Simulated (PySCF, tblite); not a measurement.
# C3H6FO2S2 radical: geometry, infrared bands and EPR parameters

What infrared bands and EPR parameters should C3H6FO2S2 radical (`[CH2]S(=O)(=O)CSCF`) show?

Computed with tblite 0.8.0 and PySCF 2.14.0, with density-fitted response routines of our own, on a single molecule in the gas phase. Atoms count from 0, in the outputs and in this text.

### Step 1. The molecule as given

14 atoms, charge 0, multiplicity 2; geometry from: force field or distance geometry start.

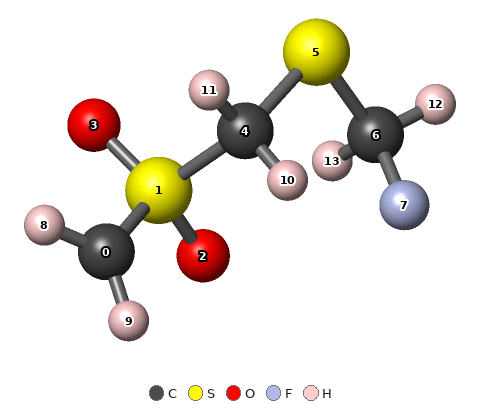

The starting geometry (carbon dark grey, sulfur yellow, oxygen red, fluorine light blue, hydrogen pink), atoms numbered.

### Step 2. Geometry optimisation with GFN2-xTB

Job settings and geometry (Å):

```
{"job": {"kind": "relax", "xc": "GFN2-xTB", "basis": "xTB"}, "charge": 0, "multiplicity": 2}
C     -2.474400     0.138500     0.347500
S     -1.015800    -0.652800    -0.070200
O     -0.407000    -1.137000     1.176100
O     -1.298800    -1.569900    -1.151800
C     -0.022100     0.697300    -0.699100
S      1.637900     0.273900    -1.327900
C      2.395800    -0.212300     0.238200
F      2.093700     0.709600     1.196000
H     -3.296800     0.109000    -0.353000
H     -2.616800     0.506700     1.359700
H      0.053800     1.461100     0.070800
H     -0.586900     1.116600    -1.544400
H      3.477300    -0.239200     0.143300
H      2.059400    -1.202100     0.562600
```

On the command line:

```bash
> OMP_NUM_THREADS=1 python probes_run.py task.json out
```

The driver reads the jobs from task.json and runs them one after another.

Log:

```text
step      E/eV     max force
  0    -780.93754    2.002
  1    -781.02233    1.046
  2    -781.04954    0.562
  3    -781.07185    0.328
  4    -781.08208    0.351
  5    -781.10021    0.293
  6    -781.10824    0.219
  7    -781.11653    0.223
  8    -781.12509    0.239
  9    -781.13532    0.296
 10    -781.14323    0.197
 11    -781.14888    0.185
 12    -781.15415    0.168
 13    -781.16028    0.264
 14    -781.16601    0.244
 15    -781.16976    0.144
 16    -781.17183    0.126
 17    -781.17334    0.138
 18    -781.17519    0.156
 19    -781.17739    0.147
 20    -781.17956    0.178
 21    -781.18175    0.157
 22    -781.18437    0.165
 23    -781.18755    0.198
 24    -781.19084    0.173
 25    -781.19386    0.167
 26    -781.19664    0.158
 27    -781.19975    0.233
 28    -781.20350    0.262
 29    -781.20769    0.200
 30    -781.21069    0.141
 31    -781.21275    0.110
 32    -781.21409    0.131
 33    -781.21548    0.108
 34    -781.21725    0.116
 35    -781.21878    0.112
 36    -781.22035    0.095
 37    -781.22137    0.092
 38    -781.22208    0.090
 39    -781.22284    0.085
 40    -781.22395    0.115
 41    -781.22554    0.163
 42    -781.22721    0.151
 43    -781.22849    0.070
 44    -781.22917    0.065
 45    -781.22986    0.068
 46    -781.23055    0.083
 47    -781.23103    0.055
 48    -781.23128    0.046
 49    -781.23152    0.045
 50    -781.23190    0.057
 51    -781.23242    0.072
 52    -781.23286    0.053
 53    -781.23308    0.031
 54    -781.23319    0.027
 55    -781.23331    0.033
 56    -781.23344    0.032
 57    -781.23352    0.019
 58    -781.23357    0.016
 59    -781.23362    0.016
 60    -781.23368    0.023
 61    -781.23373    0.022
 62    -781.23376    0.016
 63    -781.23379    0.014
 64    -781.23383    0.022
 65    -781.23389    0.027
 66    -781.23393    0.024
 67    -781.23396    0.011
 68    -781.23397    0.006
```

Wall time 0.48 s (1 thread of INTEL XEON PLATINUM 8581C at 2.10GHz, shared host).

Relaxation path: (not every step is listed)

```
step  energy from step 0 (eV)  largest force (eV/Å)
   0                   0.0000                2.0021
   1                  -0.0848                1.0462
   2                  -0.1120                0.5621
   3                  -0.1343                0.3276
   4                  -0.1445                0.3513
   5                  -0.1627                0.2929
   6                  -0.1707                0.2186
   7                  -0.1790                0.2227
   8                  -0.1875                0.2393
  13                  -0.2227                0.2645
  18                  -0.2377                0.1561
  23                  -0.2500                0.1985
  28                  -0.2660                0.2618
  33                  -0.2779                0.1077
  38                  -0.2845                0.0904
  43                  -0.2909                0.0704
  48                  -0.2937                0.0460
  53                  -0.2955                0.0309
  58                  -0.2960                0.0155
  63                  -0.2962                0.0137
  64                  -0.2963                0.0220
  65                  -0.2963                0.0274
  66                  -0.2964                0.0236
  67                  -0.2964                0.0110
  68                  -0.2964                0.0059
```

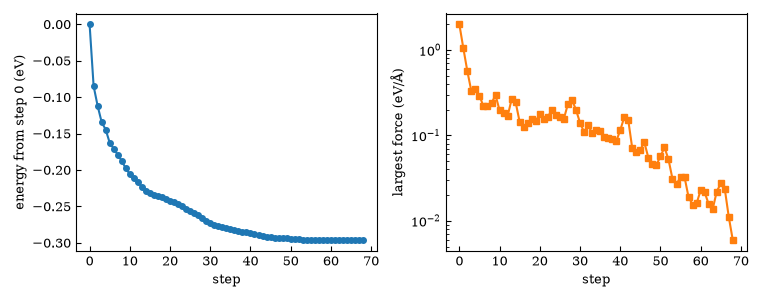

Energy and force, step by step.

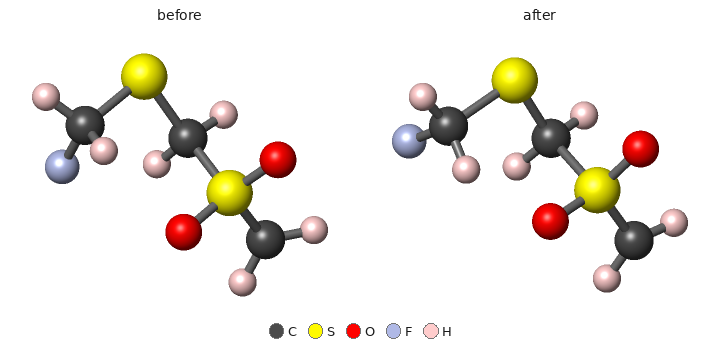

Before and after, at one scale.

Close pairs (by a distance rule), those that changed most:

```
  bond  before (Å)  after (Å)  change (Å)
 S1–C4       1.790      1.891      +0.101
 C4–S5       1.825      1.776      -0.049
 S1–O2       1.469      1.440      -0.029
 C0–H9       1.086      1.069      -0.017
C4–H11       1.100      1.083      -0.016
 S5–C6       1.807      1.822      +0.015
 S1–O3       1.446      1.432      -0.014
 C0–H8       1.081      1.069      -0.012
```

The next job starts from the end point, and lists it.

### Step 3. Infrared spectrum with GFN2-xTB

Job settings and geometry (Å):

```
{"job": {"kind": "ir", "xc": "GFN2-xTB", "basis": "xTB"}, "charge": 0, "multiplicity": 2}
C     -2.537802    -0.064284     0.369230
S     -1.052464    -0.756676    -0.114740
O     -0.321795    -1.297414     1.002384
O     -1.187142    -1.558167    -1.293940
C     -0.057450     0.759659    -0.650636
S      1.481960     0.135502    -1.278526
C      2.348548    -0.149346     0.298229
F      2.575010     1.033069     0.934062
H     -3.207969     0.234324    -0.408146
H     -2.575603     0.392509     1.334992
H      0.093823     1.409071     0.204797
H     -0.595734     1.243891    -1.456618
H      3.312727    -0.605272     0.067531
H      1.723213    -0.777339     0.939346
```

Log:

```text
mode    cm-1     km/mol
  1      31.0      5.66
  2      68.9      5.35
  3     123.3      4.66
  4     154.0      9.10
  5     196.5      2.67
  6     223.2      0.64
  7     251.8      2.30
  8     299.0      0.99
  9     334.1      8.31
 10     375.2     10.56
 11     395.6     43.33
 12     447.2    101.28
 13     482.2    171.55
 14     583.2     80.14
 15     693.2      6.62
 16     743.7     17.58
 17     754.8     15.92
 18     784.6      3.20
 19     813.3      6.78
 20     889.0      2.84
 21    1015.3     19.31
 22    1025.0    118.71
 23    1064.1     21.69
 24    1112.4    231.08
 25    1175.1      9.17
 26    1227.0     13.64
 27    1258.1    434.39
 28    1286.7     12.94
 29    1357.2      5.10
 30    1377.2      3.22
 31    2948.0      2.09
 32    2992.7      3.32
 33    3023.0      0.30
 34    3059.5      0.31
 35    3144.9     11.07
 36    3220.8      2.48
```

Wall time 0.51 s (1 thread of INTEL XEON PLATINUM 8581C at 2.10GHz, shared host).

The strongest bands and the atoms that carry them (share of the mass-weighted mode):

```
cm⁻¹  km/mol                               atoms
 396    43.3  S1 26 %, H8 22 %, H9 17 %, C0 15 %
 447   101.3  O2 31 %, O3 29 %, C4 19 %, S1 13 %
 482   171.6  C0 20 %, O2 18 %, O3 17 %, S1 13 %
 583    80.1                    C4 44 %, S1 28 %
1025   118.7                    C6 50 %, F7 36 %
1064    21.7         H11 50 %, H10 26 %, C4 12 %
1112   231.1           O2 38 %, O3 26 %, S1 24 %
1258   434.4           S1 41 %, O3 30 %, O2 20 %
```

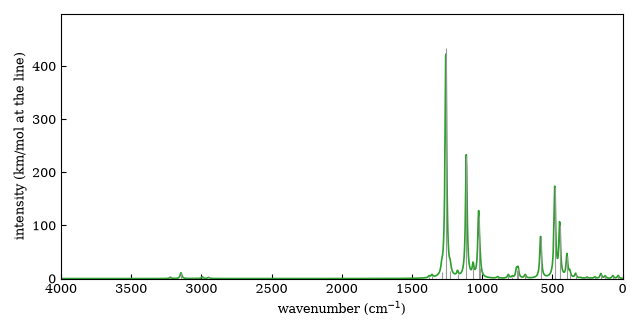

The infrared spectrum from these modes, unscaled. Lines are broadened to a width of 14 cm⁻¹ (Lorentzian).

### Step 4. EPR parameters: B3LYP/pcH-1

Same as in step 3 but for these lines:

```diff
@@ -1,2 +1,2 @@
-{"job": {"kind": "ir", "xc": "GFN2-xTB", "basis": "xTB"}, "charge": 0, "multiplicity": 2}
+{"job": {"kind": "epr", "basis": "pcH-1"}, "charge": 0, "multiplicity": 2}
 C     -2.537802    -0.064284     0.369230
```

With the program's defaults for keys left out, this is: UKS B3LYP, pcH-1 on C F H O S, non-relativistic, mean-field spin-orbit, GIAO.

Log:

```text
UKS, coarse grid
  cycle   1  E = -1164.16794610  |g| = 9.44e-01
  cycle   2  E = -1162.54527659  |g| = 2.14e+00
  cycle   3  E = -1164.39880586  |g| = 3.69e-01
  cycle   4  E = -1164.46302970  |g| = 1.06e-01
  cycle   5  E = -1164.46720480  |g| = 5.36e-02
  cycle   6  E = -1164.46850416  |g| = 1.22e-02
  cycle   7  E = -1164.46858956  |g| = 8.37e-03
  cycle   8  E = -1164.46862092  |g| = 4.19e-03
  cycle   9  E = -1164.46863155  |g| = 1.78e-03
  cycle  10  E = -1164.46863358  |g| = 5.86e-04
UKS, final grid
  cycle   1  E = -1164.46856891  |g| = 7.53e-04
  cycle   2  E = -1164.46856843  |g| = 1.31e-03
  cycle   3  E = -1164.46856921  |g| = 1.26e-04
  cycle   4  E = -1164.46856921  |g| = 5.69e-05
  cycle   5  E = -1164.46856922  |g| = 3.07e-05
  cycle   6  E = -1164.46856922  |g| = 9.38e-06
E = -1164.46856922 Eh   <S^2> = 0.7548 (exact 0.7500)
g shifts (ppm)      1          2          3
  rmc          -146       -146       -146
  gc              4         22         25
  oz_so         161        450       1012
  total          19        326        891
hyperfine (MHz)  atom isotope    a_iso     a_fc   dipolar eigenvalues
    0   13C     122.96     123.05    -75.95    -75.19    151.14
    1   33S     -17.90     -17.97     -2.96      1.27      1.70
    2   17O      -1.65      -1.65     -3.32      1.15      2.17
    3   17O       0.32       0.33     -4.88      2.11      2.77
    4   13C      29.81      29.74     -5.59     -5.49     11.08
    5   33S       1.38       1.33    -10.50     -8.38     18.87
    6   13C      -1.98      -1.98     -0.29     -0.02      0.31
    7   19F       2.54       2.50     -2.01     -0.85      2.86
    8    1H     -55.79     -55.80    -35.92     -2.19     38.11
    9    1H     -55.35     -55.36    -35.95     -2.10     38.06
   10    1H      -3.18      -3.19     -4.28     -1.09      5.37
   11    1H      -3.32      -3.33     -4.56     -1.18      5.74
   12    1H       1.27       1.26     -0.82     -0.39      1.21
   13    1H       4.36       4.36     -1.20     -0.51      1.72
```

Run time: 78 s. Hardware: 1 thread of INTEL XEON PLATINUM 8581C at 2.10GHz, shared host; peak memory 0.97 GiB.

Principal g values 2.00234, 2.00265, 2.00321; g(iso) = 2.00273, against 2.00232 for a free electron.

Hyperfine couplings; where a row names several nuclei, a(iso) is their mean (it holds for fast rotation or exchange) and the dipolar term the largest among them:

```
  nuclei  isotope  a(iso) (MHz)  a(iso) (G, at g = 2.0023)  largest dipolar term (MHz)
      C0      13C         123.0                       43.9                       151.1
  H8, H9       1H         -55.6                      -19.8                        38.1
      C4      13C          29.8                       10.6                        11.1
      S1      33S         -17.9                       -6.4                        -3.0
H10, H11       1H          -3.3                       -1.2                         5.7
H12, H13       1H           2.8                        1.0                         1.7
      F7      19F           2.5                        0.9                         2.9
      C6      13C          -2.0                       -0.7                         0.3
      S5      33S           1.4                        0.5                        18.9
  O2, O3      17O          -0.7                       -0.2                        -4.9
```

Mulliken spin populations:

C0 0.98; S1 -0.01; O2 0.00; O3 0.00; C4 0.04; S5 0.08; C6 0.00; F7 0.00; H8 -0.04; H9 -0.04; H10 0.00; H11 0.00; H12 0.00; H13 0.00

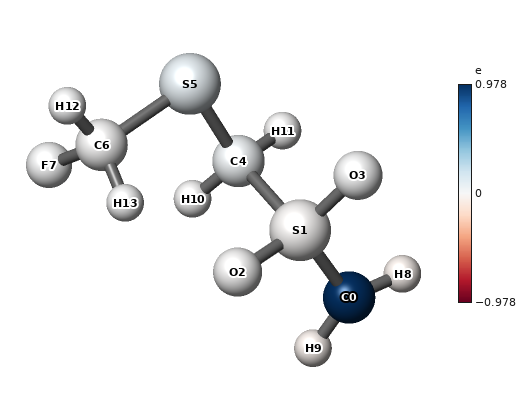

Mulliken spin populations, as colours on the atoms.

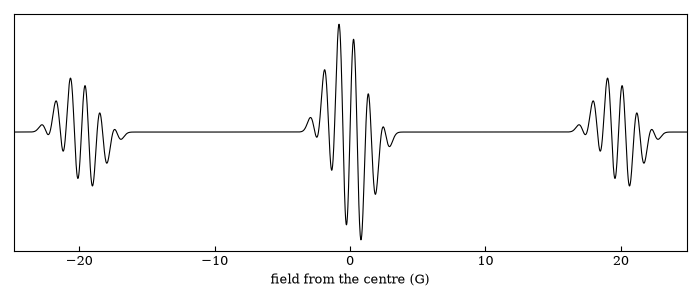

First-order isotropic spectrum (first derivative, main isotopes with spin only, couplings over 0.8 MHz, Gaussian width 0.3 G; couplings of the frozen geometry, rotation of groups not averaged beyond the rows shown).

The fields below are evaluated on a grid from the run's orbitals.

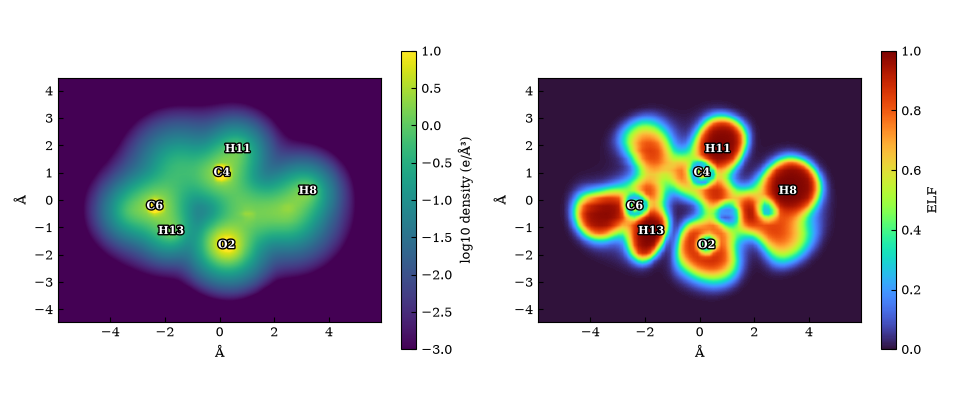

Density (left) and ELF (right) in a plane through or near 6 of the atoms.

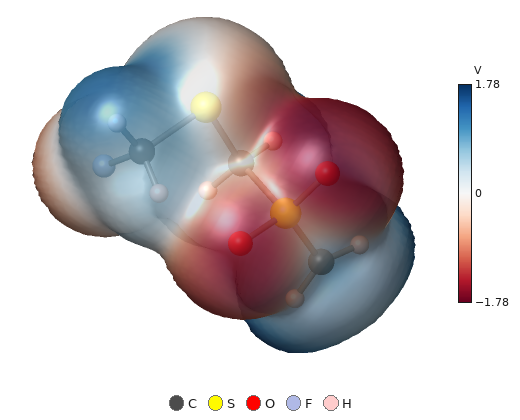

The potential that a unit positive charge feels on the 0.002 e/bohr³ surface, from -1.67 V near O3 to 1.78 V near H8.

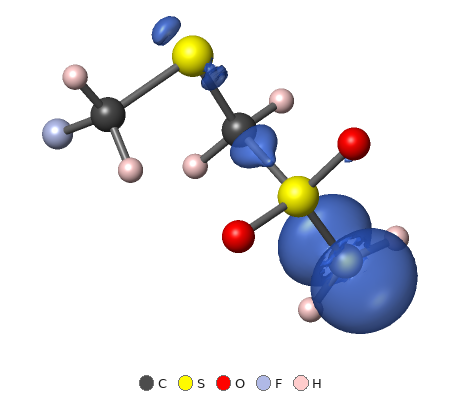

Spin density at ±0.04 e/Å³ (alpha excess blue, beta excess red).

### Step 5. Outcome

| quantity | value |
| --- | --- |
| strongest single infrared mode (GFN2-xTB) | 1258 cm⁻¹, 434 km/mol |
| zero-point energy (GFN2-xTB) | 55.7 kcal/mol |
| g(iso) (B3LYP) | 2.00273 |
| ⟨S²⟩ | 0.755 (exact 0.75) |
| largest a(iso) (averaged by class) | 13C on C0, 123.0 MHz |
| potential on the surface of density 0.002 e/bohr³, 1st and 99th percentile | -1.67 V and 1.78 V |

**Reading.** Over 68 steps the energy fell by 0.296 eV; of the close pairs, S1–C4 changed most, 1.790 to 1.891 Å. All 36 modes are real, so the xTB geometry is a minimum. The strongest single mode, at 1258 cm⁻¹, moves mainly S1 and O3. GFN2-xTB is a fitted tight-binding method: band positions and strengths are rough. Its intensities can rank the bands wrongly. Most of the unpaired spin sits on C0 (0.98 e). The isotropic g lies 0.4 ppt above the free-electron value. These values are for one conformer; the search (at its own cheap level) found 2 more, at 0.29, 3.84 kcal/mol, and measured spectra average over such forms.
